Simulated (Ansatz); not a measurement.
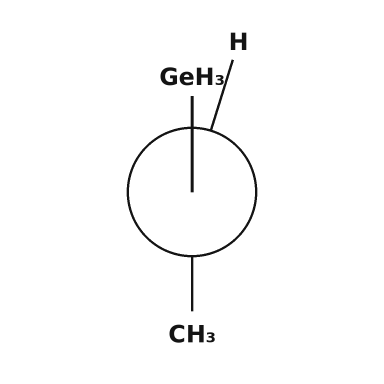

A Newman projection along the S–B bond, sulfur in front; angles are drawn as computed, but eclipsed bonds slightly apart. The computed structure is the end point of a PBE-D4/def2-SVP optimisation. No frequency run is at hand to confirm it as a minimum.

Q: Which molecule is it?

A: CH7BGeS, CB[S][GeH3]

Q: What is the torsion angle from the front GeH3 to the back CH3? The sign is positive where the front bond must turn clockwise to cover the back bond.

A: 180°, antiperiplanar (anti).
